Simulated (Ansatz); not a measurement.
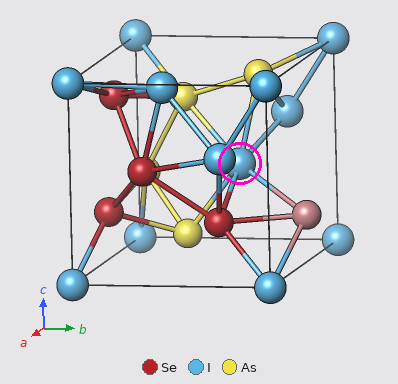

View slightly off an axis, drawn as a ball-and-stick model. The simulation cell is outlined; an atom on or near a face, edge or corner is repeated at each equivalent position. The neighbours of the ringed atom that lie outside the box are added in fainter colours.

Size of the cell: a = 7.49 Å, b = 7.34 Å, c = 7.55 Å, α = 87.17°, β = 85.99°, γ = 93.18°.

The composition is AsSeI.

### Is this an ordered crystal?

No. The atoms show no order inside the cell (space group P1); it is a periodic model of a disordered solid.

### One atom is circled. What is it, and what surrounds it?

It is an iodine atom, bonded to three As, two Se and one I (about 3.3 Å to As, 3.2 to 3.6 Å to Se, 3.4 Å to I).

Shown is a made-up disordered cell, as it stood before any relaxation. It was the input of a calculation with Ansatz.

At this level of theory the cell isn't at rest (forces up to 1.6 eV/Å), so its distances can differ from those at equilibrium, the more so the softer the solid.
